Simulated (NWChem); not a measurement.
**B2H3BrO (SMILES BOBBr) at r2SCAN50/aug-cc-pVDZ (density fitting with weigend coulomb fitting)**

Aim: the vertical electron affinity of B2H3BrO at r2SCAN50/aug-cc-pVDZ (density fitting with weigend coulomb fitting), from 2 runs. 

Program for the calculation: NWChem 7.3.0.

**1. The structure to begin with**

B2H3BrO has 7 atoms, charge 0, and is taken as a singlet. As SMILES, `BOBBr`. Geometry: relaxed at GFN2-xTB. This is one conformer, not always the lowest.

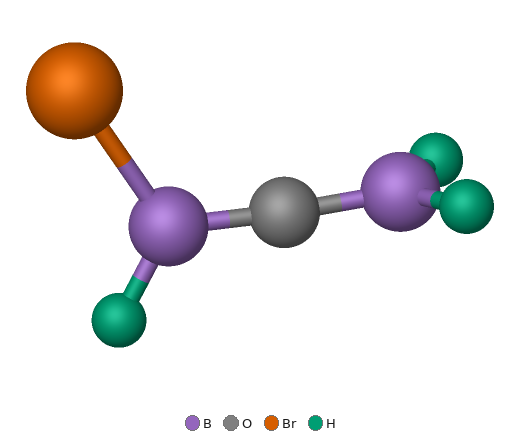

The structure, seen from a chosen angle (boron purple, oxygen grey, bromine orange, hydrogen teal).

**2. The energy at r2SCAN50/aug-cc-pVDZ (density fitting with weigend coulomb fitting)**

Input file b2brh3o.nw:

```
start b2brh3o
title "B2BrH3O energy"
memory total 2200 mb
charge 0

geometry units angstroms noautosym nocenter noautoz
  B    -0.183650    1.345300    0.024420
  O     0.052300    0.070270   -0.116360
  B     0.254090   -1.203360   -0.189940
  Br   -0.363800   -2.312670    1.217990
  H     0.617310    2.013940    0.567060
  H    -1.184990    1.789900   -0.404030
  H     0.808730   -1.703390   -1.099150
end

basis spherical bse
  B library aug-cc-pVDZ
  O library aug-cc-pVDZ
  Br library aug-cc-pVDZ
  H library aug-cc-pVDZ
end

basis "cd basis" spherical
  B library "weigend coulomb fitting"
  O library "weigend coulomb fitting"
  Br library "weigend coulomb fitting"
  H library "weigend coulomb fitting"
end

dft
  xc hyb_mgga_xc_r2scan50
  grid fine
  convergence energy 1e-05
  maxiter 200
  print medium
end

task dft energy
```

Run with:

```console
$ nwchem b2brh3o.nw > b2brh3o.out
```

The log of the run:

```text
[...]
          Wavefunction type:  closed shell.
          No. of atoms     :     7
          No. of electrons :    56
[...]
          Charge           :     0
          Spin multiplicity:     1
[...]
          AO basis - number of functions:   132
[...]
              XC Information
              --------------
          Using LibXC version      7.1.2
                     Hartree-Fock (Exact) Exchange  0.500
                              hyb_mgga_xc_r2scan50  1.000
[...]
 d= 0,ls=0.0,diis     1  -2700.7899013046 -2.90D+03  7.44D-03  4.42D-01    12.2
[...]
 d= 0,ls=0.0,diis     7  -2700.8502820922 -3.05D-07  3.62D-06  9.79D-08    58.8
         Total DFT energy =    -2700.850282092163
      One electron energy =    -4141.417033295795
           Coulomb energy =     1354.769603261036
    Exchange-Corr. energy =     -109.190040714109
 Nuclear repulsion energy =      194.987188656705
[...]
```

Run time: 60 s. Hardware: 1 thread of Intel Xeon 6975P-C (Granite Rapids), shared host; peak memory 0.14 GiB.

**3. The doublet anion**

Input file b2brh3o.nw:

```
start b2brh3o
title "B2BrH3O r2SCAN50"
memory stack 880 mb heap 220 mb global 1100 mb
charge -1

geometry units angstroms noautosym nocenter noautoz
  B    -0.183650    1.345300    0.024420
  O     0.052300    0.070270   -0.116360
  B     0.254090   -1.203360   -0.189940
  Br   -0.363800   -2.312670    1.217990
  H     0.617310    2.013940    0.567060
  H    -1.184990    1.789900   -0.404030
  H     0.808730   -1.703390   -1.099150
end

basis spherical bse
  * library aug-cc-pVDZ
end

basis "cd basis" spherical
  * library "weigend coulomb fitting"
end

dft
  xc hyb_mgga_xc_r2scan50
  mult 2
  grid fine
  convergence energy 1e-05
  iterations 150
end

task dft
```

Run with:

```console
$ nwchem b2brh3o.nw > b2brh3o.out
```

The log of the run:

```text
[...]
          Wavefunction type:  spin polarized.
          No. of atoms     :     7
          No. of electrons :    57
[...]
          Charge           :    -1
          Spin multiplicity:     2
[...]
          AO basis - number of functions:   132
[...]
              XC Information
              --------------
          Using LibXC version      7.1.2
                     Hartree-Fock (Exact) Exchange  0.500
                              hyb_mgga_xc_r2scan50  1.000
[...]
 d= 0,ls=0.0,diis     1  -2700.5278202889 -2.90D+03  5.43D-01  7.93D-01    14.1
[...]
 d= 0,ls=0.0,diis    18  -2700.8436450174 -4.55D-13  6.41D-06  5.76D-13   174.9
[...]
         Total DFT energy =    -2700.843645017435
      One electron energy =    -4146.214707918115
           Coulomb energy =     1359.654243500342
    Exchange-Corr. energy =     -109.270369256367
 Nuclear repulsion energy =      194.987188656705
[...]
      <S2> =      0.7500 (Exact =     0.7500)
[...]
```

Run time: 2.9 min. Hardware: 1 thread of Intel Xeon 6975P-C (Granite Rapids), shared host; peak memory 0.14 GiB.

**4. What came out**

At r2SCAN50/aug-cc-pVDZ (density fitting with weigend coulomb fitting):

| quantity | value |
| --- | --- |
| singlet B2H3BrO: total energy | -2700.85028 Eh |
| singlet B2H3BrO: dipole moment | 1.30 D |
| singlet B2H3BrO: HOMO energy | -9.86 eV |
| singlet B2H3BrO: LUMO energy | -0.12 eV |
| singlet B2H3BrO: HOMO–LUMO gap | 9.74 eV |
| doublet anion: total energy | -2700.84365 Eh |
| doublet anion: HOMO energy (highest over α and β) | 1.10 eV |
| doublet anion: LUMO energy (lowest over α and β) | 2.18 eV |
| doublet anion: ⟨S²⟩ | 0.750 |
| vertical electron affinity (to the doublet anion) | -0.181 eV |

**Reading.** The anion lies 0.18 eV (17.4 kJ/mol) above the neutral: the electron isn't bound at this level, and such a value depends on the basis. The HOMO (doublet anion) lies at positive energy, 1.10 eV; only total energies tell whether the electron is bound.
